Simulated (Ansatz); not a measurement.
The parent structure is GaN in the wurtzite structure (space group P6_3mc, No. 186; a = 3.152 Å, c = 5.138 Å). Axes: x lies along a and z along c of the hexagonal cell.

Modification: uniaxial strain ε_xx = +1.20 %, all other strain components held at zero; the atoms relax in the strained cell.

Computed with LDA/PAW in Ansatz (a program for electronic structure), no SOC.

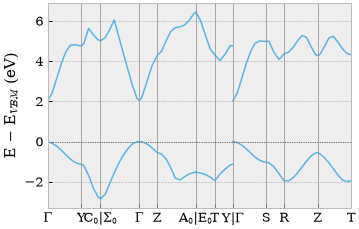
Highest valence and lowest conduction band along the path of the changed cell's own zone

**Question.** From the figure, how large is the changed gap, and is it direct?

**Answer.** About 2.0 eV, direct at Γ.

No phonon test of stability was made. k-point labels follow each cell's own Brillouin zone.
